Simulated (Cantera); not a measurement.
A closed system holds: 1 mol SiHCl3, 4 mol HCl, 52 mol H2, at 1.80 mbar.

These are equilibrium values from Cantera (NASA tables, ideal gas, pure condensed phases), not measurements of a reactor. Candidate condensed phases: Si; 19 gas species. The tables' values for SiCl, SiCl3 are old estimates; treat these amounts as uncertain. Gases not in the tables: Si2H6 and higher silanes. Kinetics and transport are ignored.

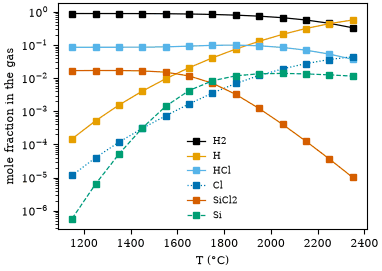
Figure: Equilibrium gas composition (values under 1e-9 drawn at 1e-9)

Read off the mole fractions at 1250 °C.

H2 about 0.90, HCl about 0.086, SiCl2 about 0.017, H about 0.00052, Cl about 4.0e-5, Si about 6.3e-6.
